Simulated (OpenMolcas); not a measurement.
# MP2/ANO-RCC-VDZ (DKH2) run of CH3FSn (SMILES [CH3][Sn][F])

We compute a geometry optimisation of CH3FSn. 

Program for the calculation: OpenMolcas 26.06.

### 1 Starting point

CH3FSn: 6 atoms, total charge 0, spin state singlet. SMILES: `[CH3][Sn][F]`. Geometry: relaxed at PBE0-D4/def2-TZVP. The run starts from this shape.

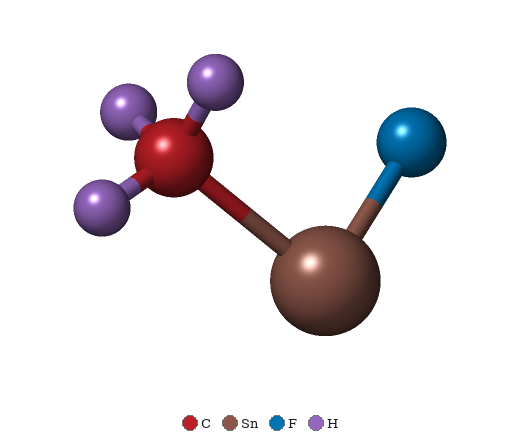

Viewed from a chosen angle; carbon red, tin brown, fluorine blue, hydrogen purple.

### 2 A structure relaxation at MP2/ANO-RCC-VDZ (DKH2)

calc.input reads:

```
&GATEWAY
XBAS
C.ANO-RCC-VDZ
Sn.ANO-RCC-VDZ
F.ANO-RCC-VDZ
H.ANO-RCC-VDZ
End of Basis
ZMAT
C1
Sn2 1 2.175093
F3 2 1.951893 1 92.90035
H4 1 1.094169 2 108.88366 3 56.90602
H5 1 1.094442 4 107.27286 2 117.60123
H6 1 1.091829 4 109.34759 5 118.33254
End of ZMAT
>>> EXPORT MOLCAS_MAXITER=40
>>> Do While
&SEWARD
Relativistic
R02E00
&SCF
PrOrbitals
1 1
&MBPT2
Frozen
20
Grdt
&SLAPAF
>>> EndDo
```

On the command line:

```bash
$ export MOLCAS_MEM=1860
$ pymolcas calc.input > calc.log
```

Standard output:

```text
--- Start Module: gateway ---

                                              &GATEWAY

                       available to each process: 1.9 GB of memory, 1 thread

++    Symmetry information:
      ---------------------

                    Character Table for C1

                             E
                    a        1  x, y, xy, Rz, z, xz, Ry, yz, Rx, I
--

++    Basis set information:
      ----------------------

      Basis set label: C.ANO-RCC...3S2P.

      Electronic valence basis set:
      ------------------
      Associated Effective Charge   6.000000 au
      Associated Actual Charge      6.000000 au
      Nuclear Model: Point charge

      Shell  nPrim  nBasis  Cartesian Spherical Contaminant
         s      14       3        X
         p       9       2        X

      Basis set label: SN.ANO-RCC...6S5P2D.

[... 335 lines left out ...]
      Dipole Moment (debye):
[... 191 lines left out ...]
 Convergence criterion on energy change <=: 0.0E+00
[... 255 lines left out ...]
       +  Value      Threshold Converged? +  Value      Threshold Converged? +
[... 265 lines left out ...]
Iter      Energy       Change     Norm      Max    Element    Max     Element     Final Energy Update Update   Index
[... 259 lines left out ...]
WARNING!
[... 218 lines left out ...]
 Convergence not reached yet!
[... 269 lines left out ...]
                                   SCF        iterations: Energy and convergence statistics
[... 213 lines left out ...]
      Dipole Moment (debye):
[... 11 lines left out ...]
       Zeroth-order energy (E0)             =    -3704.1134097758 a.u.

       Shanks-type energy S1(E)             =    -6311.9139904716 a.u.

       Data processing and timing information:

       Section                                              time(sec)
                                                          CPU  Elapsed

      Input data processing                              0.03      0.03
      Transformation of integrals                        0.28      0.34
      MBPT2 calculations (BJAI)                          0.24      0.29
      Total MBPT2 calculations                           0.55      0.66

--- Stop Module: last_energy /rc=_RC_ALL_IS_WELL_ ---
--- Module last_energy spent 5 seconds ---

>>> END DO

.##################.
.# Happy landing! #.
.##################.

    Timing: Wall=218.91 User=202.90 System=15.85
```

Run time: 3.7 min. Hardware: 1 thread of Arm Neoverse V1, shared host; peak memory 0.49 GiB.

Steps, from the record of the run:

```
step  energy from the first frame kept (eV)  largest force (eV/Å)
   0                                 0.0000                2.0683
   1                                -0.0789                1.0250
   2                                -0.1044                0.1571
   3                                -0.1050                0.1226
   4                                -0.1056                0.0916
   5                                -0.1061                0.0844
   6                                -0.1063                0.0753
   7                                -0.1064                0.0552
   8                                -0.1065                0.0342
   9                                -0.1065                0.0334
  10                                -0.1065                0.0344
  11                                -0.1066                0.0324
```

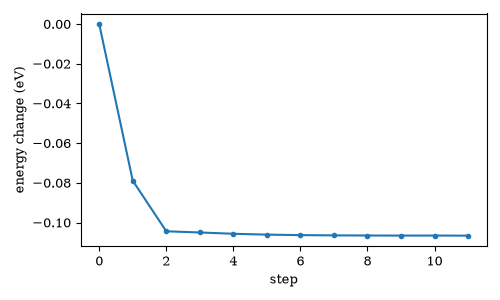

Energy along the run.

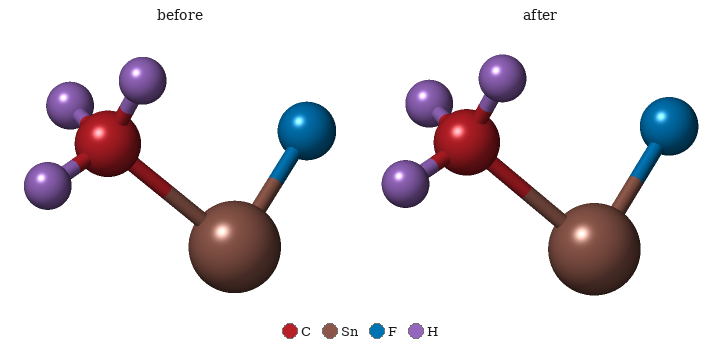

Before and after, at one scale.

After the run. Bond lengths: C1–Sn2 2.208 Å, Sn2–F3 2.052 Å, C1–H4 1.107 Å, C1–H5 1.107 Å, C1–H6 1.104 Å. Angles: C1–Sn2–F3 91.4°, Sn2–C1–H4 109.0°, Sn2–C1–H5 109.0°, Sn2–C1–H6 112.9°, H4–C1–H5 107.0°, H4–C1–H6 109.4°, H5–C1–H6 109.3°.

### 3 Summary of results

Level: MP2/ANO-RCC-VDZ (DKH2), 20 core orbitals frozen.

```
                                    quantity           value
                     total energy at the end  -6311.91396 Eh
          dipole moment (mean-field density)          4.56 D
         HOMO energy (Hartree–Fock orbitals)        -9.39 eV
         LUMO energy (Hartree–Fock orbitals)        -0.29 eV
       HOMO–LUMO gap (Hartree–Fock orbitals)         9.10 eV
correlation energy (20 core orbitals frozen)      -268.6 mEh
```

In words: At the final geometry: Bond lengths: C1–Sn2 2.208 Å, Sn2–F3 2.052 Å, C1–H4 1.107 Å, C1–H5 1.107 Å, C1–H6 1.104 Å. Angles: C1–Sn2–F3 91.4°, Sn2–C1–H4 109.0°, Sn2–C1–H5 109.0°, Sn2–C1–H6 112.9°, H4–C1–H5 107.0°, H4–C1–H6 109.4°, H5–C1–H6 109.3°. The optimisation took 11 steps and changed the energy by -0.107 eV. Mulliken charges of the mean-field density run from -0.76 on F3 to +1.14 on Sn2; they depend strongly on the basis.
